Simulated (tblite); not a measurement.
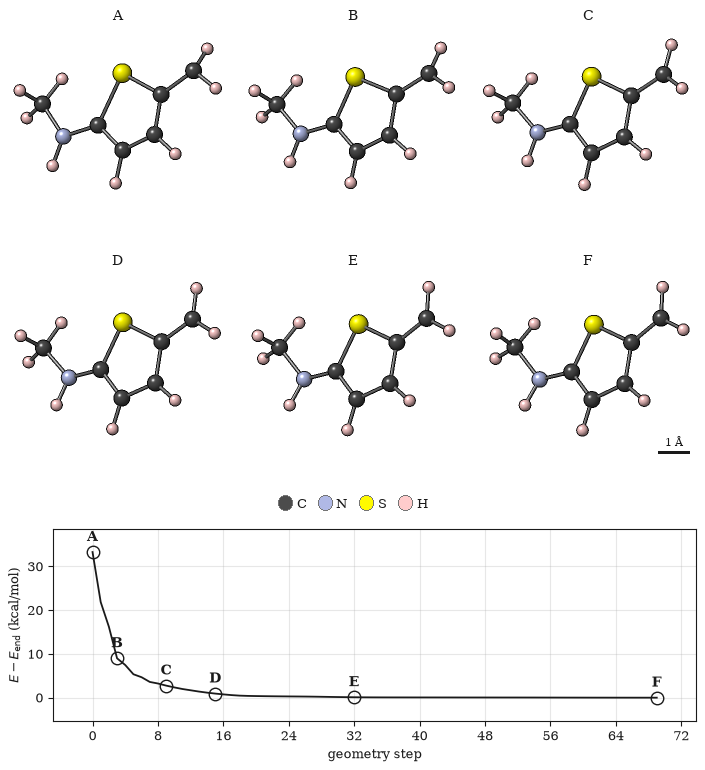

Frames of a relaxation of C6H8NS (multiplicity 2), marked on the history of the run. A ball-and-stick model, seen at a tilt.

The calculation used GFN2-xTB geometry optimisation, gas phase in tblite. 

### What happens along the run?

Over 69 geometry steps the energy falls by 33.3 kcal/mol. The largest move after the best rigid fit is that of an H atom, 0.57 Å. By element the largest moves are H 0.57 Å, S 0.30 Å, C 0.28 Å, N 0.25 Å. Some distances before and after: C–S 1.927 → 1.742 Å, C–C 1.474 → 1.354 Å, C–N 1.425 → 1.368 Å, C–C 1.356 → 1.411 Å. Bond angles that change, for instance: C–N–H 123.4° → 114.1°, C–C–H 112.6° → 121.7°, C–C–S 103.5° → 111.5°. The run took 0.45 s on 1 thread of Arm Neoverse V1, with other jobs on the host. From step 0 to 3: a C atom moves most (0.18 Å), energy −24.3 kcal/mol. From step 3 to 9: an H atom moves most (0.19 Å), energy −6.24 kcal/mol. From step 9 to 15: an H atom moves most (0.18 Å), energy −1.82 kcal/mol. From step 15 to 32: an H atom moves most (0.12 Å), energy −0.84 kcal/mol. From step 32 to 69: an H atom moves most (0.15 Å), energy −0.10 kcal/mol.
